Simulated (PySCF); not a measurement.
Process, species as SMILES: N#P (N-P) + H+ → [NH+]#P
B3LYP-D3(BJ)/def2-TZVP geometries, fixed; electronic energies without zero-point terms; positive where energy is released.
Largest species:
```
N
H 1 1.0147
P 1 1.4549 2 180.00
```
Charge +1, spin multiplicity 1.

Basis-set convergence of the proton affinity at PBE with PySCF. All functions are spherical. Density fitting with generated auxiliary sets. The proton sits at the site shown, which need not be the one that binds it best. No added dispersion term, no relativity. Functions are those of the species that has most. Reference: the value in aug-pcseg-3, 195.47 kcal/mol, itself unsure by roughly 0.07 kcal/mol (its mean distance from aug-cc-pV(Q+d)Z, cc-pV(5+d)Z, def2-QZVPPD). Deviations are taken from unrounded values. Cost is core time over that of cc-pV(T+d)Z, rough, on shared machines of one kind; a dash marks a row that isn't timed (too short, read off another run, short of memory, by another algorithm or on other hardware).

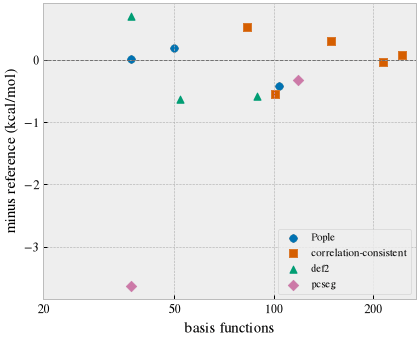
*Deviation from the reference against the number of basis functions, by family of sets.*

```tsv
basis	functions	proton affinity (kcal/mol)	minus reference (kcal/mol)	cost
6-31G**	37	195.49	0.02	0.4×
def2-SVP	37	196.17	0.70	-
pcseg-1	37	191.84	-3.63	-
6-311G**	50	195.66	0.18	0.5×
def2-SVPD	52	194.84	-0.63	0.5×
cc-pV(T+d)Z	83	196.00	0.53	1×
def2-TZVPD	89	194.89	-0.58	1×
jun-cc-pV(T+d)Z	101	194.93	-0.54	1×
6-311++G(3df,3pd)	104	195.05	-0.42	1×
aug-pcseg-2	119	195.15	-0.32	2×
cc-pV(Q+d)Z	149	195.77	0.30	3×
aug-cc-pV(Q+d)Z	215	195.44	-0.03	5×
cc-pV(5+d)Z	246	195.55	0.08	9×
```
